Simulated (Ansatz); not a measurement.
# Al2HO (sextet): the correlation ladder, cc-pVTZ

Aim: climb from Hartree-Fock through coupled cluster for Al2HO (sextet) at one geometry and basis, and see what each rung misses.

The runs use Ansatz 0.2.0, Gaussian basis; cc-pVTZ, core rule «outside noble gas», up to 11 orbitals frozen.

Plan: UHF; CCSD(T) on ROHF; CCSD(T) on UHF; BCCD(T) on ROHF; CCSDT(Q) on ROHF; CCSDT(Q) on UHF.

7 further runs of the same task are left out: 2 for a known fault of the program, 5 set aside as unsound or not needed.

## 1. The geometry

The geometry is a PBE0/def2-TZVP stationary point (not a proven minimum) of the parent state, kept for this charge and spin.

4 atoms, charge 0, spin multiplicity 6.

Atoms are counted from 1 here; the program's logs count them from 0.

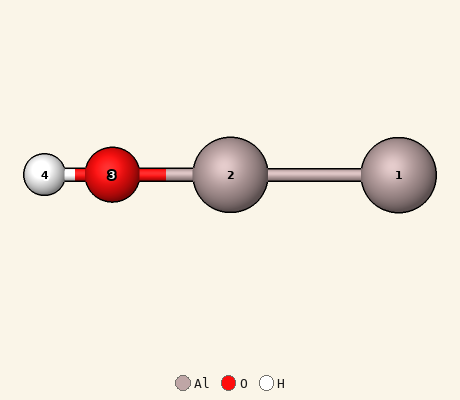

The geometry (aluminium light grey, oxygen red, hydrogen white); atoms are numbered from 1 in the order of the file.

In the tables R marks a restricted open-shell determinant and U an unrestricted one; energies count from the table's Hartree-Fock row.

## 2. UHF

File in.yaml:

```yaml
crystal:
  periodic: [false, false, false]
  atoms:
    - {symbol: Al, position_ang: [0.000000, 0.000000, -2.818500]}
    - {symbol: Al, position_ang: [0.000000, 0.000000, -0.474100]}
    - {symbol: O, position_ang: [0.000000, 0.000000, 1.173400]}
    - {symbol: H, position_ang: [0.000000, 0.000000, 2.119200]}
basis:
  gaussian: {orbitals: cc-pVTZ}
magnetization: {spin_polarized: true, initial_magnetization: 5}
hamiltonian: {xc: hf}
output: {orbitals: {seedname: orbitals}}
```

Command:

```bash
$ ansatz run in.yaml --threads 1 --pin off --events-out ev --progress --plain --max-ram 2560MiB --backend cpu
```

The program printed:

```text
Functional definition: HF
  name "HF"
  cite "Fock, Z. Phys. 61, 126 (1930) doi:10.1007/BF01340294"
  parent pbe
  exchange = exact_x
  correlation = 0
960 factors; their error is unknown
mean field evaluation 1: about -15211.5151 eV, gradient 1.2e1 eV
mean field evaluation 2: about -15212.6257 eV, gradient 4.1e0 eV
mean field evaluation 4: about -15212.9333 eV, gradient 8.7e-1 eV
mean field evaluation 8: about -15212.9708 eV, gradient 1.8e-1 eV
mean field evaluation 16: about -15211.7111 eV, gradient 1.2e1 eV
mean field evaluation 32: about -15213.1613 eV, gradient 1.4e-1 eV
mean field evaluation 64: about -15212.7502 eV, gradient 3.2e0 eV
mean field evaluation 96: about -15212.9961 eV, gradient 1.5e1 eV
mean field evaluation 128: about -15212.7863 eV, gradient 1.6e-1 eV
mean field evaluation 160: about -15214.0508 eV, gradient 1.7e0 eV
mean field evaluation 192: about -15214.1554 eV, gradient 3.3e-1 eV
mean field evaluation 224: about -15210.2016 eV, gradient 6.9e0 eV
mean field evaluation 256: about -15213.1718 eV, gradient 4.1e-3 eV
mean field -15214.37674211 eV, -559.1180325975 hartree, gradient 4.7e-6 eV, S^2 8.753750; 4 other end points of the search recorded, 0 dependent functions left out
reference -15214.37674211 eV, -559.1180325975 hartree; 20, 15 occupied and 92, 97 virtual orbitals, 960 factors
Total energy: -15214.37674211 eV, -559.1180325975 hartree
```

Wall time 12 s (1 thread of AMD EPYC 7R13, shared host); peak memory 0.32 GiB.

From the report: ⟨S²⟩ of the determinant 8.754 (pure sextet: 8.75).

## 3. CCSD(T) on ROHF

Edit in.yaml of step 2 so:

```diff
@@ -9,4 +9,4 @@
   gaussian: {orbitals: cc-pVTZ}
-magnetization: {spin_polarized: true, initial_magnetization: 5}
-hamiltonian: {xc: hf}
-output: {orbitals: {seedname: orbitals}}
+magnetization: {spin_polarized: false, initial_magnetization: 5}
+correlation: {method: ccsd_t, electrons: outside_noble_gas}
+output: {forces: true}
```

Command:

```bash
$ ansatz run in.yaml --threads 2 --pin off --events-out ev --progress --plain --max-ram 15360MiB --backend cuda --devices 0, --max-vram 18GiB
```

The program printed (excerpt; [...] marks lines left out):

```text
Functional definition: HF
  name "HF"
  cite "Fock, Z. Phys. 61, 126 (1930) doi:10.1007/BF01340294"
  parent pbe
[...]
701 factors; integrals over basis functions are off by at most 1.2e-3 eV
[...]
mean field -15214.35061702 eV, -559.1170725182 hartree, gradient 4.1e-6 eV, S^2 8.750000; 18 other end points of the search recorded, 0 dependent functions left out
[...]
determinant -15214.35061702 eV, -559.1170725182 hartree, with singles and doubles -15223.14071760 eV, -559.4401027565 hartree
determinant -15214.10593842 eV, -559.1080807454 hartree, with singles and doubles -15222.53205349 eV, -559.4177347628 hartree
determinant -15213.01386512 eV, -559.0679477922 hartree, with singles and doubles -15221.95181529 eV, -559.3964114022 hartree
determinant -15212.33943347 eV, -559.0431628860 hartree, with singles and doubles -15221.06821254 eV, -559.3639396002 hartree
[...]
reference -15214.35061702 eV, -559.1170725182 hartree; 9, 4 occupied and 92, 97 virtual orbitals, 701 factors
second order -8.40805191 eV of doubles, -0.01326348 eV of singles
cycle   1  -8.73846764 eV  change   -7.9e-1 eV  update   2.3e-2
[...]
cycle  19  -8.76241947 eV  change   -2.1e-9 eV  update   8.7e-9
perturbative correction -0.33801990 eV, -0.0124220020 hartree
[...]
the multipliers restart with 30 DIIS vectors
Total energy: -15223.45105639 eV, -559.4515074965 hartree
Atom 0 at     0.000000     0.000000    -2.818500 Å, force     0.000000    -0.000000    -3.284166 eV/Å
Atom 1 at     0.000000     0.000000    -0.474100 Å, force    -0.000000     0.000000     2.320267 eV/Å
Atom 2 at     0.000000     0.000000     1.173400 Å, force     0.000000    -0.000000     0.488684 eV/Å
Atom 3 at     0.000000     0.000000     2.119200 Å, force     0.000000     0.000000     0.475214 eV/Å
Dipole moment:     0.000000    -0.000000    -0.077361 e Å
```

It took 47 s on 1 × H100 (card shared with other runs) with 2 threads of AMD EPYC 7R13, shared host; peak host memory 1.1 GiB.

From the report: correlation -9.1004 eV; T1 0.018; largest double amplitude 0.07.

## 4. CCSD(T) on UHF

Edit in.yaml of step 3 so:

```diff
@@ -9,3 +9,3 @@
   gaussian: {orbitals: cc-pVTZ}
-magnetization: {spin_polarized: false, initial_magnetization: 5}
+magnetization: {spin_polarized: true, initial_magnetization: 5}
 correlation: {method: ccsd_t, electrons: outside_noble_gas}
```

The command is unchanged.

The program printed (excerpt; [...] marks lines left out):

```text
Functional definition: HF
  name "HF"
  cite "Fock, Z. Phys. 61, 126 (1930) doi:10.1007/BF01340294"
  parent pbe
[...]
701 factors; integrals over basis functions are off by at most 1.2e-3 eV
[...]
mean field -15214.37703887 eV, -559.1180435035 hartree, gradient 1.9e-6 eV, S^2 8.753750; 19 other end points of the search recorded, 0 dependent functions left out
determinant -15214.37703887 eV, -559.1180435035 hartree, with singles and doubles -15223.13591430 eV, -559.4399262385 hartree
determinant -15214.11886110 eV, -559.1085556452 hartree, with singles and doubles -15222.53665334 eV, -559.4179038045 hartree
determinant -15213.17206682 eV, -559.0737615974 hartree, with singles and doubles -15221.95042259 eV, -559.3963602216 hartree
determinant -15212.78654850 eV, -559.0595940604 hartree, with singles and doubles -15221.05279665 eV, -559.3633730768 hartree
[...]
reference -15214.37703887 eV, -559.1180435035 hartree; 9, 4 occupied and 92, 97 virtual orbitals, 701 factors
second order -8.40634285 eV of doubles, -0.00000000 eV of singles
cycle   1  -8.71229864 eV  change   -7.5e-1 eV  update   2.5e-2
[...]
cycle  17  -8.73976353 eV  change  -6.9e-10 eV  update   2.6e-8
perturbative correction -0.33842336 eV, -0.0124368292 hartree
[...]
the multipliers restart with 30 DIIS vectors
Total energy: -15223.45522577 eV, -559.4516607184 hartree
Atom 0 at     0.000000     0.000000    -2.818500 Å, force    -0.000000    -0.000000    -3.282818 eV/Å
Atom 1 at     0.000000     0.000000    -0.474100 Å, force     0.000000     0.000000     2.318876 eV/Å
Atom 2 at     0.000000     0.000000     1.173400 Å, force    -0.000000    -0.000000     0.488931 eV/Å
Atom 3 at     0.000000     0.000000     2.119200 Å, force     0.000000     0.000000     0.475010 eV/Å
Dipole moment:    -0.000000    -0.000000    -0.077203 e Å
```

Run time: 51 s. Hardware: 1 × H100 (card shared with other runs) with 2 threads of AMD EPYC 7R13, shared host; peak host memory 1.1 GiB.

From the report: ⟨S²⟩ of the determinant 8.754 (pure sextet: 8.75); correlation -9.0782 eV; T1 0.016; largest double amplitude 0.07.

## 5. BCCD(T) on ROHF

Edit in.yaml of step 4 so:

```diff
@@ -9,4 +9,3 @@
   gaussian: {orbitals: cc-pVTZ}
-magnetization: {spin_polarized: true, initial_magnetization: 5}
-correlation: {method: ccsd_t, electrons: outside_noble_gas}
-output: {forces: true}
+magnetization: {spin_polarized: false, initial_magnetization: 5}
+correlation: {method: bccd_t, electrons: outside_noble_gas}
```

The command is unchanged.

The program printed (excerpt; [...] marks lines left out):

```text
Functional definition: HF
  name "HF"
  cite "Fock, Z. Phys. 61, 126 (1930) doi:10.1007/BF01340294"
  parent pbe
[...]
701 factors; integrals over basis functions are off by at most 1.2e-3 eV
[...]
mean field -15214.35061702 eV, -559.1170725182 hartree, gradient 4.1e-6 eV, S^2 8.750000; 18 other end points of the search recorded, 0 dependent functions left out
[...]
determinant -15214.35061702 eV, -559.1170725182 hartree, with singles and doubles -15223.14071760 eV, -559.4401027565 hartree
determinant -15214.10593842 eV, -559.1080807454 hartree, with singles and doubles -15222.53205349 eV, -559.4177347628 hartree
determinant -15213.01386512 eV, -559.0679477922 hartree, with singles and doubles -15221.95181529 eV, -559.3964114022 hartree
determinant -15212.33943347 eV, -559.0431628860 hartree, with singles and doubles -15221.06821254 eV, -559.3639396002 hartree
[...]
determinant -15211.25593095 eV, -559.0033449028 hartree, with singles and doubles -15219.74228224 eV, -559.3152125606 hartree
determinant -15211.16774129 eV, -559.0001039925 hartree, with singles and doubles -15219.62028895 eV, -559.3107293896 hartree
determinant -15210.98286085 eV, -558.9933097616 hartree, with singles and doubles -15219.49659680 eV, -559.3061837871 hartree
11 core orbitals not correlated: weight in the atoms' cores, before any rotation towards them, 1.000 or more for the frozen orbitals, at most 0.000 for the correlated occupied ones
reference -15214.35061702 eV, -559.1170725182 hartree; 9, 4 occupied and 92, 97 virtual orbitals, 701 factors
second order -8.40805191 eV of doubles, -0.01326348 eV of singles
cycle   1  -8.71005893 eV  change   -7.6e-1 eV  update   2.6e-2
[...]
cycle  10  -8.74150044 eV  change    8.5e-6 eV  update   9.3e-6
perturbative correction -0.36155260 eV, -0.0132868128 hartree
Total energy: -15223.45367006 eV, -559.4516035471 hartree
```

It took 34 s on 1 × H100 (card shared with other runs) with 2 threads of AMD EPYC 7R13, shared host; peak host memory 0.84 GiB.

From the report: correlation -9.1031 eV; largest double amplitude 0.07.

## 6. CCSDT(Q) on ROHF

Edit in.yaml of step 5 so:

```diff
@@ -10,2 +10,2 @@
 magnetization: {spin_polarized: false, initial_magnetization: 5}
-correlation: {method: bccd_t, electrons: outside_noble_gas}
+correlation: {method: ccsdt_q, electrons: outside_noble_gas}
```

Same command.

The program printed (excerpt; [...] marks lines left out):

```text
Functional definition: HF
  name "HF"
  cite "Fock, Z. Phys. 61, 126 (1930) doi:10.1007/BF01340294"
  parent pbe
[...]
1326 factors; integrals over basis functions are off by at most 2.5e-7 eV
[...]
mean field -15214.35066947 eV, -559.1170744456 hartree, gradient 5.3e-6 eV, S^2 8.750000; 18 other end points of the search recorded, 0 dependent functions left out
[...]
determinant -15214.35066947 eV, -559.1170744456 hartree, with singles and doubles -15223.14077359 eV, -559.4401048141 hartree
determinant -15214.10598950 eV, -559.1080826227 hartree, with singles and doubles -15222.53211034 eV, -559.4177368520 hartree
determinant -15213.01392960 eV, -559.0679501616 hartree, with singles and doubles -15221.95188539 eV, -559.3964139787 hartree
determinant -15212.33948934 eV, -559.0431649392 hartree, with singles and doubles -15221.06827557 eV, -559.3639419167 hartree
[...]
determinant -15211.25600303 eV, -559.0033475518 hartree, with singles and doubles -15219.74235631 eV, -559.3152152823 hartree
determinant -15211.16779736 eV, -559.0001060533 hartree, with singles and doubles -15219.62034447 eV, -559.3107314301 hartree
determinant -15210.98293174 eV, -558.9933123670 hartree, with singles and doubles -15219.49666912 eV, -559.3061864447 hartree
11 core orbitals not correlated: weight in the atoms' cores, before any rotation towards them, 1.000 or more for the frozen orbitals, at most 0.000 for the correlated occupied ones
reference -15214.35066947 eV, -559.1170744456 hartree; 9, 4 occupied and 92, 97 virtual orbitals, 1326 factors
second order -8.40805672 eV of doubles, -0.01326347 eV of singles
cycle   1  -8.46830612 eV  change   -4.7e-2 eV  update   9.4e-2
[...]
cycle  23  -9.11918564 eV  change    3.5e-7 eV  update   9.8e-7
perturbative correction -0.01559326 eV, -0.0005730416 hartree
Total energy: -15223.48544836 eV, -559.4527713780 hartree
```

Wall time 1.7 min (1 × H100 (card shared with other runs) with 2 threads of AMD EPYC 7R13, shared host); peak host memory 1.7 GiB.

From the report: correlation -9.1348 eV; T1 0.020; largest double amplitude 0.07.

## 7. CCSDT(Q) on UHF

Edit in.yaml of step 6 so:

```diff
@@ -9,3 +9,3 @@
   gaussian: {orbitals: cc-pVTZ}
-magnetization: {spin_polarized: false, initial_magnetization: 5}
+magnetization: {spin_polarized: true, initial_magnetization: 5}
 correlation: {method: ccsdt_q, electrons: outside_noble_gas}
```

Same command.

The program printed (excerpt; [...] marks lines left out):

```text
Functional definition: HF
  name "HF"
  cite "Fock, Z. Phys. 61, 126 (1930) doi:10.1007/BF01340294"
  parent pbe
[...]
1326 factors; integrals over basis functions are off by at most 2.5e-7 eV
[...]
mean field -15214.37709134 eV, -559.1180454316 hartree, gradient 2.4e-6 eV, S^2 8.753750; 19 other end points of the search recorded, 0 dependent functions left out
determinant -15214.37709134 eV, -559.1180454316 hartree, with singles and doubles -15223.13597086 eV, -559.4399283170 hartree
determinant -15214.11891217 eV, -559.1085575220 hartree, with singles and doubles -15222.53670984 eV, -559.4179058807 hartree
determinant -15213.17213086 eV, -559.0737639508 hartree, with singles and doubles -15221.95049247 eV, -559.3963627898 hartree
determinant -15212.78660438 eV, -559.0595961139 hartree, with singles and doubles -15221.05285962 eV, -559.3633753908 hartree
[...]
determinant -15211.47612551 eV, -559.0114369037 hartree, with singles and doubles -15219.74399243 eV, -559.3152754090 hartree
determinant -15211.20106850 eV, -559.0013287449 hartree, with singles and doubles -15219.61979688 eV, -559.3107113065 hartree
determinant -15211.19855018 eV, -559.0012361986 hartree, with singles and doubles -15219.49923349 eV, -559.3062806835 hartree
11 core orbitals not correlated: weight in the atoms' cores, before any rotation towards them, 1.000 or more for the frozen orbitals, at most 0.000 for the correlated occupied ones
reference -15214.37709134 eV, -559.1180454316 hartree; 9, 4 occupied and 92, 97 virtual orbitals, 1326 factors
second order -8.40634758 eV of doubles, -0.00000000 eV of singles
cycle   1  -8.44695230 eV  change   -4.1e-2 eV  update   9.4e-2
[...]
cycle  23  -9.09663911 eV  change    3.6e-7 eV  update   1.1e-6
perturbative correction -0.01886398 eV, -0.0006932386 hartree
Total energy: -15223.49259443 eV, -559.4530339915 hartree
```

Run time: 80 s. Hardware: 1 × H100 (card shared with other runs) with 2 threads of AMD EPYC 7R13, shared host; peak host memory 1.5 GiB.

From the report: ⟨S²⟩ of the determinant 8.754 (pure sextet: 8.75); correlation -9.1155 eV; T1 0.018; largest double amplitude 0.07.

## 8. All levels against the top one

The yardstick is UCCSDT(Q), where the cluster series has nearly closed. Rows without a time come out of other runs: HF, MP2 and CCSD of CCSD(T), CCSDT of CCSDT(Q). The times of RCCSD(T), UCCSD(T) include forces.

Differences are taken before rounding.

```
   method  energy from the lowest ROHF (kJ/mol)  from UCCSDT(Q) (kJ/mol)     time
      ROHF                                  0.0                   +882.1         
      UHF                                 -2.5                   +879.5         
     RMP2                               -812.5                    +69.5         
     UMP2                               -813.6                    +68.4         
    RCCSD                               -845.4                    +36.6         
    UCCSD                               -845.8                    +36.3         
 RCCSD(T)                               -878.1                     +4.0     47 s
 UCCSD(T)                               -878.5                     +3.6     51 s
  BCCD(T)                               -878.3                     +3.8     34 s
   RCCSDT                               -879.9                     +2.2         
   UCCSDT                               -880.2                     +1.8         
RCCSDT(Q)                               -881.4                     +0.7  1.7 min
UCCSDT(Q)                               -882.1                        0     80 s
```

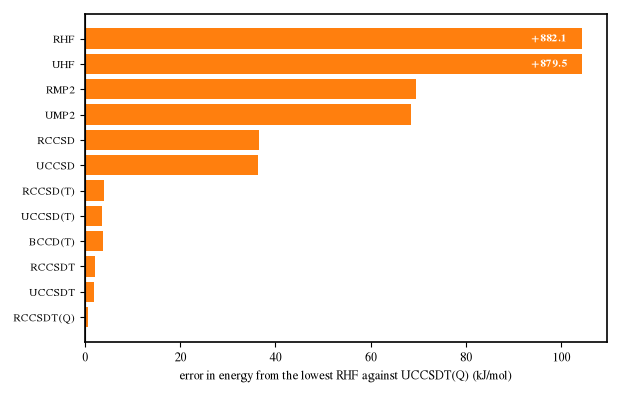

How far each level lands from UCCSDT(Q). Bars with a number in them are cut short.

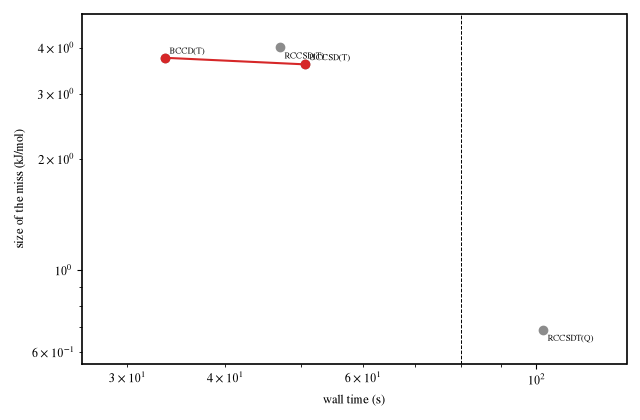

Accuracy for the time spent; red marks the levels that beat every quicker one drawn (of those quicker than the yardstick), and the dashed line is the time of UCCSDT(Q). Times are from a shared host.

## 9. Outcome

```
                         quantity                                                   value
    UCCSDT(Q) from the ROHF energy                                              -9.1420 eV
              RMP2 from UCCSDT(Q)                                            +69.5 kJ/mol
              UMP2 from UCCSDT(Q)                                            +68.4 kJ/mol
             RCCSD from UCCSDT(Q)                                            +36.6 kJ/mol
          RCCSD(T) from UCCSDT(Q)                                             +4.0 kJ/mol
          UCCSD(T) from UCCSDT(Q)                                             +3.6 kJ/mol
         RCCSDT(Q) from UCCSDT(Q)                                             +0.7 kJ/mol
levels within 1 kcal/mol (43 meV)  RCCSD(T), UCCSD(T), BCCD(T), RCCSDT, UCCSDT, RCCSDT(Q)
                    T1 diagnostic                                                   0.018
```

RCCSD(T) misses by +4.0 kJ/mol, 0.5 % of the correlation energy. These misses are within one basis, not against nature; the frozen cores of restricted and unrestricted runs differ, which can shift their rows.

UCCSD(T) reaches 3.6 kJ/mol from the reference in 51 s, where UCCSDT(Q) took 80 s; the quickest level in the cost chart, BCCD(T), takes 34 s and misses by 3.8 kJ/mol.
